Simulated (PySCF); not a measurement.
Species, as SMILES: C=C(F)F.
Geometry (B3LYP-D3(BJ)/def2-TZVP, fixed):
```xyz
6

C      1.3666    -0.1842    -0.0960
C      0.0659    -0.0089    -0.0046
F     -0.8303    -0.9779     0.0790
F     -0.5461     1.1633     0.0177
H      2.0191     0.6710    -0.1597
H      1.7731    -1.1820    -0.1067
```

Basis-set convergence of the mean static polarisability at PBE with PySCF. All functions are spherical. Density fitting with generated auxiliary sets. In sets without p functions on hydrogen, species with hydrogen take exact integrals. No added dispersion term, no relativity. Reference: the value in d-aug-cc-pVTZ, 29.78 bohr³, itself unsure by roughly 0.7 % (its mean distance from aug-pcseg-2, aug-cc-pVTZ). Deviations are taken from unrounded values. Cost is core time over that of 6-31G**, rough, on shared machines of one kind; a dash marks a row that isn't timed (too short, read off another run, short of memory, by another algorithm or on other hardware).

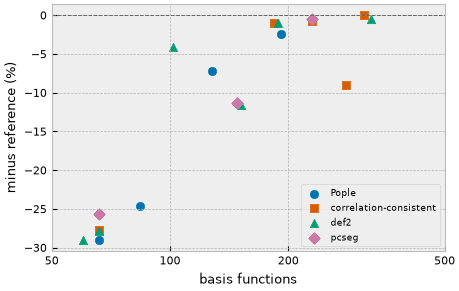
Deviation from the reference against the number of basis functions, by family of sets.

```
basis              functions  mean static polarisability (bohr³)  minus reference (%)  cost
-----------------  ---------  ----------------------------------  -------------------  ----
def2-SV(P)                60                               21.14                -29.0     -
6-31G**                   66                               21.15                -29.0    1×
cc-pVDZ                   66                               21.54                -27.7    1×
def2-SVP                  66                               21.47                -27.9    1×
pcseg-1                   66                               22.14                -25.6    1×
6-311G**                  84                               22.45                -24.6    1×
def2-SVPD                102                               28.55                 -4.1    2×
6-311++G(2d,2p)          128                               27.65                 -7.2    3×
pcseg-2                  148                               26.42                -11.3    3×
def2-TZVPP               152                               26.34                -11.5    4×
jun-cc-pV(T+d)Z          184                               29.47                 -1.0    4×
def2-TZVPPD              188                               29.46                 -1.1    4×
6-311++G(3df,3pd)        192                               29.04                 -2.5    5×
aug-cc-pVTZ              230                               29.54                 -0.8    7×
aug-pcseg-2              230                               29.63                 -0.5    7×
cc-pVQZ                  280                               27.09                 -9.0   10×
d-aug-cc-pVTZ            312                               29.78                  0.0   20×
def2-QZVPPD              324                               29.62                 -0.5   20×
```
